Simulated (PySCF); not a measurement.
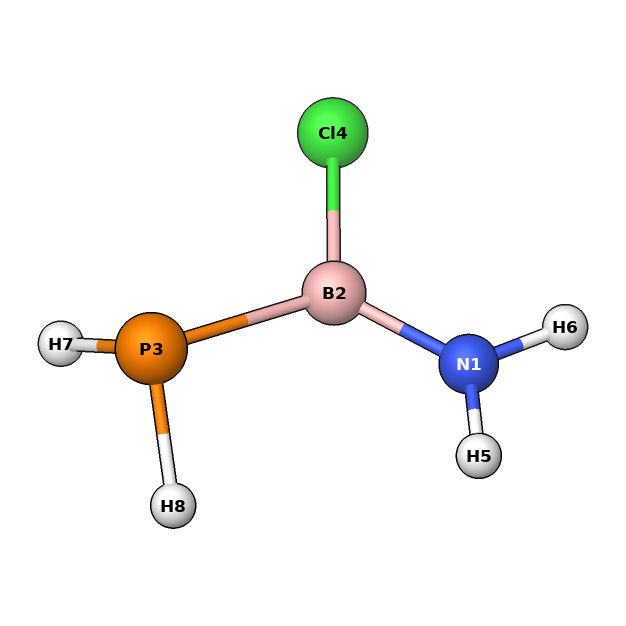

The geometry was computed by an optimisation with PBE0-D3(BJ)/def2-SVP. No frequency run is at hand to confirm it as a minimum. Properties computed with delta-SCF UKS SCAN, pcX-2 on the ionised atom, pcseg-1 elsewhere, spin-free X2C (PySCF 2.14.0).

Give the core-electron binding energies (to vacuum; p and d levels without spin–orbit splitting) of N1 1s, B2 1s, P3 1s, P3 2p, Cl4 1s, Cl4 2p.

```
atom  level  binding energy (eV)
  N1     1s                405.7
  B2     1s                197.0
  P3     1s               2149.9
  P3     2p                136.7
 Cl4     1s               2828.5
 Cl4     2p                206.4
```
